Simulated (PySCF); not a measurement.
SMILES [CH3][Al]([SeH])[SeH] at its PBE0/def2-SVP optimised geometry (Å):

```
9

Al     0.0117     0.2388     0.0000
C      0.9911    -1.4462    -0.0173
H      1.7322    -1.4831     0.7978
H      1.5428    -1.5667    -0.9645
H      0.3203    -2.3124     0.0936
Se     1.0629     2.3124     0.0134
H      2.3989     1.6936     0.0042
Se    -2.3103     0.2388     0.0000
H     -2.3989     1.7076     0.0000
```

Computed with PBE0/def2-TZVP run with PySCF 2.14.0.

Map of the electron localisation function on the plane z = 1.2 Å:

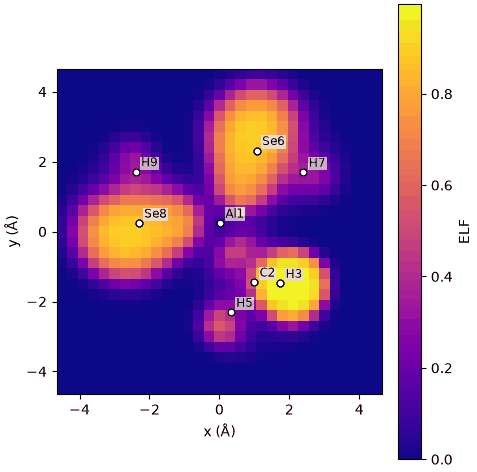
Electron localisation function on the plane z = 1.2 Å.
